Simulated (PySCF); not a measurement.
Geometry relaxation, with input and output: SBr (part 2 of 2)

The same run, continued: SBr, multiplicity 2; ROHF/pcseg-1, optimize (PySCF 2.14.0). 

Geometry of the input (Å):
```
S  0.0000  0.0000  0.0000
Br 0.0000  0.0000  2.4150
```

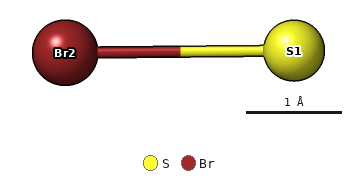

Fig. 1: The starting structure (ball-and-stick view, seen on its broad side; atoms are numbered from 1 in the order of the input).

Log, continued
```
******** <class 'pyscf.scf.hf.DFROHF_Scanner'> ********
method = DFROHF_Scanner
initial guess = minao
damping factor = 0
level_shift factor = 0
DIIS = <class 'pyscf.scf.diis.CDIIS'>
diis_start_cycle = 1
diis_space = 8
diis_damp = 0
SCF conv_tol = 1e-09
SCF conv_tol_grad = None
SCF max_cycles = 50
direct_scf = False
num. doubly occ = 25  num. singly occ = 1
Set gradient conv threshold to 3.16228e-05
******** <class 'pyscf.df.df.DF'> ********
auxbasis = def2-universal-jkfit
init E= -2969.57152906721
  HOMO = -0.231307796132751  LUMO = 0.0608374032545205  gap/eV = 7.94968
cycle= 1 E= -2969.55229490574  delta_E= 0.0192  |g|= 0.017  |ddm|= 0.0623
  HOMO = -0.229091039011871  LUMO = 0.0601659769479139  gap/eV = 7.87108
cycle= 2 E= -2969.5524514354  delta_E= -0.000157  |g|= 0.00662  |ddm|= 0.0261
  HOMO = -0.227293975536653  LUMO = 0.0613307721989749  gap/eV = 7.85388
cycle= 3 E= -2969.55246987023  delta_E= -1.84e-05  |g|= 0.00169  |ddm|= 0.00746
  HOMO = -0.227994968078482  LUMO = 0.0610618666853369  gap/eV = 7.86564
cycle= 4 E= -2969.55247324234  delta_E= -3.37e-06  |g|= 0.000878  |ddm|= 0.00415
  HOMO = -0.22771344384085  LUMO = 0.0611378112725904  gap/eV = 7.86004
cycle= 5 E= -2969.55247376499  delta_E= -5.23e-07  |g|= 0.000259  |ddm|= 0.00154
  HOMO = -0.227716494774212  LUMO = 0.0611664629685824  gap/eV = 7.86091
cycle= 6 E= -2969.55247382705  delta_E= -6.21e-08  |g|= 7.55e-05  |ddm|= 0.000541
  HOMO = -0.227727992133584  LUMO = 0.0611551666035877  gap/eV = 7.86091
cycle= 7 E= -2969.5524738341  delta_E= -7.05e-09  |g|= 1.72e-05  |ddm|= 0.000206
  HOMO = -0.227726136806288  LUMO = 0.0611557754961098  gap/eV = 7.86088
cycle= 8 E= -2969.55247383444  delta_E= -3.44e-10  |g|= 3.31e-06  |ddm|= 5.22e-05
  HOMO = -0.227727473718887  LUMO = 0.0611553755962853  gap/eV = 7.86090
Extra cycle  E= -2969.55247383445  delta_E= -8.19e-12  |g|= 1.51e-06  |ddm|= 5.06e-06
converged SCF energy = -2969.55247383445

******** <class 'pyscf.grad.rhf.Gradients_Scanner'> for <class 'pyscf.scf.hf.DFROHF_Scanner'> ********
unit = Eh/Bohr
--------------- DFROHF_Scanner gradients ---------------
         x                y                z
0 S     0.0000000000     0.0000000000     0.0098903376
1 Br     0.0000000000     0.0000000000    -0.0098903376
----------------------------------------------
cycle 3: E = -2969.55247383  dE = -0.000255971  norm(grad) = 0.013987
Step    2 : Displace = 3.426e-02/3.426e-02 (rms/max) Trust = 1.414e-01 (+) Grad = 9.890e-03/9.890e-03 (rms/max) E (change) = -2969.5524738344 (-2.560e-04) Quality = 0.311
Hessian Eigenvalues: 5.00000e-02 5.00000e-02 5.00000e-02 ... 5.00000e-02 5.00000e-02 1.74720e-01

Geometry optimization cycle 4
Cartesian coordinates (Angstrom)
 Atom        New coordinates             dX        dY        dZ
   S  -0.000000  -0.000000   0.119279   -0.000000  0.000000 -0.014977
  Br  -0.000000   0.000000   2.295721   -0.000000  0.000000  0.014977
New geometry
   1 S     -0.000000000000  -0.000000000000   0.119279085501 AA   -0.000000000000  -0.000000000000   0.225404803985 Bohr
   2 Br    -0.000000000000   0.000000000000   2.295720914510 AA   -0.000000000001   0.000000000000   4.338283786860 Bohr

******** <class 'pyscf.scf.hf.DFROHF_Scanner'> ********
method = DFROHF_Scanner
initial guess = minao
damping factor = 0
level_shift factor = 0
DIIS = <class 'pyscf.scf.diis.CDIIS'>
diis_start_cycle = 1
diis_space = 8
diis_damp = 0
SCF conv_tol = 1e-09
SCF conv_tol_grad = None
SCF max_cycles = 50
direct_scf = False
num. doubly occ = 25  num. singly occ = 1
Set gradient conv threshold to 3.16228e-05
******** <class 'pyscf.df.df.DF'> ********
auxbasis = def2-universal-jkfit
init E= -2969.54550443495
  HOMO = -0.228387241917957  LUMO = 0.0526992252223542  gap/eV = 7.64875
cycle= 1 E= -2969.55268772282  delta_E= -0.00718  |g|= 0.00756  |ddm|= 0.028
  HOMO = -0.229725002283543  LUMO = 0.0528698986591354  gap/eV = 7.68980
cycle= 2 E= -2969.55271940363  delta_E= -3.17e-05  |g|= 0.00289  |ddm|= 0.0117
  HOMO = -0.23046286073736  LUMO = 0.052375759735245  gap/eV = 7.69643
cycle= 3 E= -2969.55272307097  delta_E= -3.67e-06  |g|= 0.000759  |ddm|= 0.00329
  HOMO = -0.230145516516733  LUMO = 0.0525045481467861  gap/eV = 7.69130
cycle= 4 E= -2969.55272376735  delta_E= -6.96e-07  |g|= 0.000384  |ddm|= 0.00188
  HOMO = -0.230272400042842  LUMO = 0.0524698700565831  gap/eV = 7.69381
cycle= 5 E= -2969.55272387171  delta_E= -1.04e-07  |g|= 0.000126  |ddm|= 0.000696
  HOMO = -0.230264849497913  LUMO = 0.0524577285573087  gap/eV = 7.69327
cycle= 6 E= -2969.55272388465  delta_E= -1.29e-08  |g|= 3.38e-05  |ddm|= 0.000248
  HOMO = -0.2302585432223  LUMO = 0.0524629661572464  gap/eV = 7.69324
cycle= 7 E= -2969.55272388606  delta_E= -1.41e-09  |g|= 8.26e-06  |ddm|= 9.09e-05
  HOMO = -0.230259372403684  LUMO = 0.0524626029924273  gap/eV = 7.69326
cycle= 8 E= -2969.55272388614  delta_E= -8.23e-11  |g|= 1.55e-06  |ddm|= 2.55e-05
  HOMO = -0.230258730371133  LUMO = 0.0524628016397437  gap/eV = 7.69324
Extra cycle  E= -2969.55272388614  delta_E=    0  |g|= 6.89e-07  |ddm|= 2.32e-06
converged SCF energy = -2969.55272388614

******** <class 'pyscf.grad.rhf.Gradients_Scanner'> for <class 'pyscf.scf.hf.DFROHF_Scanner'> ********
unit = Eh/Bohr
--------------- DFROHF_Scanner gradients ---------------
         x                y                z
0 S    -0.0000000000     0.0000000000    -0.0008263568
1 Br     0.0000000000     0.0000000000     0.0008263568
----------------------------------------------
cycle 4: E = -2969.55272389  dE = -0.000250052  norm(grad) = 0.00116864
Step    3 : Displace = 1.498e-02/1.498e-02 (rms/max) Trust = 1.414e-01 (=) Grad = 8.264e-04/8.264e-04 (rms/max) E (change) = -2969.5527238861 (-2.501e-04) Quality = 0.893
Hessian Eigenvalues: 5.00000e-02 5.00000e-02 5.00000e-02 ... 5.00000e-02 5.00000e-02 1.89318e-01

Geometry optimization cycle 5
Cartesian coordinates (Angstrom)
 Atom        New coordinates             dX        dY        dZ
   S  -0.000000  -0.000000   0.120434    0.000000 -0.000000  0.001155
  Br  -0.000000  -0.000000   2.294566   -0.000000 -0.000000 -0.001155
New geometry
   1 S     -0.000000000000  -0.000000000000   0.120433989084 AA   -0.000000000000  -0.000000000001   0.227587255457 Bohr
   2 Br    -0.000000000001  -0.000000000000   2.294566010929 AA   -0.000000000001  -0.000000000001   4.336101335392 Bohr

******** <class 'pyscf.scf.hf.DFROHF_Scanner'> ********
method = DFROHF_Scanner
initial guess = minao
damping factor = 0
level_shift factor = 0
DIIS = <class 'pyscf.scf.diis.CDIIS'>
diis_start_cycle = 1
diis_space = 8
diis_damp = 0
SCF conv_tol = 1e-09
SCF conv_tol_grad = None
SCF max_cycles = 50
direct_scf = False
num. doubly occ = 25  num. singly occ = 1
Set gradient conv threshold to 3.16228e-05
******** <class 'pyscf.df.df.DF'> ********
auxbasis = def2-universal-jkfit
init E= -2969.55330518035
  HOMO = -0.230198652931172  LUMO = 0.0531132873515203  gap/eV = 7.70931
cycle= 1 E= -2969.55272558935  delta_E= 0.00058  |g|= 0.000577  |ddm|= 0.00212
  HOMO = -0.23011159088322  LUMO = 0.0530927627613944  gap/eV = 7.70638
cycle= 2 E= -2969.55272577185  delta_E= -1.83e-07  |g|= 0.000222  |ddm|= 0.000893
  HOMO = -0.230053190779135  LUMO = 0.053131519075762  gap/eV = 7.70585
cycle= 3 E= -2969.55272579306  delta_E= -2.12e-08  |g|= 5.78e-05  |ddm|= 0.000251
  HOMO = -0.230077566645715  LUMO = 0.053122040865224  gap/eV = 7.70625
cycle= 4 E= -2969.55272579696  delta_E= -3.9e-09  |g|= 2.94e-05  |ddm|= 0.000141
  HOMO = -0.230068004792072  LUMO = 0.0531246151972575  gap/eV = 7.70606
cycle= 5 E= -2969.55272579756  delta_E= -6.01e-10  |g|= 9.27e-06  |ddm|= 5.26e-05
  HOMO = -0.230069914963827  LUMO = 0.0531250391470688  gap/eV = 7.70613
Extra cycle  E= -2969.55272579762  delta_E= -6.18e-11  |g|= 5.14e-06  |ddm|= 1.75e-05
converged SCF energy = -2969.55272579762

******** <class 'pyscf.grad.rhf.Gradients_Scanner'> for <class 'pyscf.scf.hf.DFROHF_Scanner'> ********
unit = Eh/Bohr
--------------- DFROHF_Scanner gradients ---------------
         x                y                z
0 S     0.0000000000     0.0000000000    -0.0000481259
1 Br    -0.0000000000     0.0000000000     0.0000481259
----------------------------------------------
cycle 5: E = -2969.5527258  dE = -1.91148e-06  norm(grad) = 6.80603e-05
Step    4 : Displace = 1.155e-03/1.155e-03 (rms/max) Trust = 2.000e-01 (+) Grad = 4.813e-05/4.813e-05 (rms/max) E (change) = -2969.5527257976 (-1.911e-06) Quality = 1.060
Hessian Eigenvalues: 5.00000e-02 5.00000e-02 5.00000e-02 ... 5.00000e-02 5.00000e-02 1.78293e-01

Geometry optimization cycle 6
Cartesian coordinates (Angstrom)
 Atom        New coordinates             dX        dY        dZ
   S  -0.000000  -0.000000   0.120505   -0.000000 -0.000000  0.000071
  Br   0.000000  -0.000000   2.294495    0.000000 -0.000000 -0.000071
New geometry
   1 S     -0.000000000000  -0.000000000000   0.120505408453 AA   -0.000000000001  -0.000000000001   0.227722218504 Bohr
   2 Br     0.000000000000  -0.000000000002   2.294494591555 AA    0.000000000000  -0.000000000003   4.335966372334 Bohr

******** <class 'pyscf.scf.hf.DFROHF_Scanner'> ********
method = DFROHF_Scanner
initial guess = minao
damping factor = 0
level_shift factor = 0
DIIS = <class 'pyscf.scf.diis.CDIIS'>
diis_start_cycle = 1
diis_space = 8
diis_damp = 0
SCF conv_tol = 1e-09
SCF conv_tol_grad = None
SCF max_cycles = 50
direct_scf = False
num. doubly occ = 25  num. singly occ = 1
Set gradient conv threshold to 3.16228e-05
******** <class 'pyscf.df.df.DF'> ********
auxbasis = def2-universal-jkfit
init E= -2969.5527615548
  HOMO = -0.230064348803216  LUMO = 0.0531655692181237  gap/eV = 7.70708
cycle= 1 E= -2969.55272580326  delta_E= 3.58e-05  |g|= 3.59e-05  |ddm|= 0.000131
  HOMO = -0.230060257860703  LUMO = 0.0531640846295076  gap/eV = 7.70693
cycle= 2 E= -2969.552725804  delta_E= -7.4e-10  |g|= 1.48e-05  |ddm|= 5.72e-05
  HOMO = -0.230054763402199  LUMO = 0.0531673207566135  gap/eV = 7.70687
Extra cycle  E= -2969.55272580409  delta_E= -9.46e-11  |g|= 6e-06  |ddm|= 2.16e-05
converged SCF energy = -2969.55272580409

******** <class 'pyscf.grad.rhf.Gradients_Scanner'> for <class 'pyscf.scf.hf.DFROHF_Scanner'> ********
unit = Eh/Bohr
--------------- DFROHF_Scanner gradients ---------------
         x                y                z
0 S    -0.0000000000     0.0000000000     0.0000013603
1 Br     0.0000000000     0.0000000000    -0.0000013603
----------------------------------------------
cycle 6: E = -2969.5527258  dE = -6.47242e-09  norm(grad) = 1.92381e-06
```

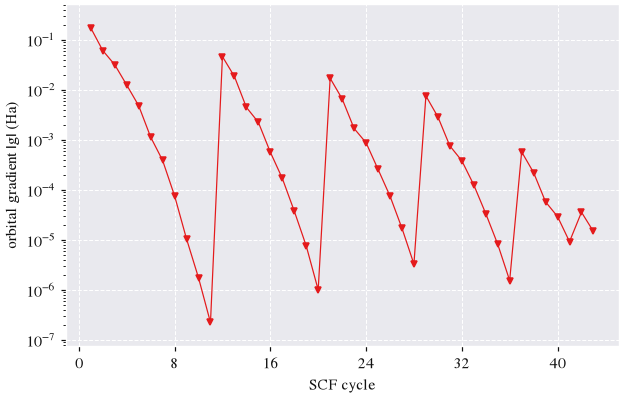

Fig. 2: Convergence of the self-consistent field: orbital gradient |g| against the SCF cycle. All cycles printed in the log are drawn one after another.

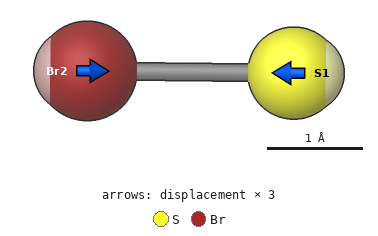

Fig. 3: Start (faint) and end (solid) with the displacements as blue arrows, magnified 3 times (ball-and-stick view, seen at a tilt). The two geometries are laid on each other by the best rigid fit. The largest moves after the best rigid fit, 0.12 Å, are those of S1 and Br2. By element the largest moves are S 0.12 Å, Br 0.12 Å. Distances before and after: S1–Br2 2.415 → 2.174 Å. (Atoms are counted from 1 in the order of the input.)

```
Step    5 : Displace = 7.142e-05/7.142e-05 (rms/max) Trust = 2.828e-01 (+) Grad = 1.360e-06/1.360e-06 (rms/max) E (change) = -2969.5527258041 (-6.472e-09) Quality = 0.996
Hessian Eigenvalues: 5.00000e-02 5.00000e-02 5.00000e-02 ... 5.00000e-02 5.00000e-02 1.78293e-01
Converged! =D

    #| If this code has benefited your research, please support us by citing: |#
    #| Wang, L.-P.; Song, C.C. (2016) "Geometry optimization made simple with |#
    #| translation and rotation coordinates", J. Chem, Phys. 144, 214108.     |#
    #|                                     |#
optimised geometry (angstrom)
S          -0.00000000       -0.00000000        0.12050541
Br          0.00000000       -0.00000000        2.29449459
orbital energies (hartree): [-0.4716 -0.4497 -0.3949 -0.246  -0.0084  0.379   0.4227]
```

Summary

```json
{"quantity": "outcome", "value": "converged"}
{"quantity": "SCF energy at the first geometry", "value": "−2969.539301 hartree"}
{"quantity": "wall time", "value": "3.4 s"}
```
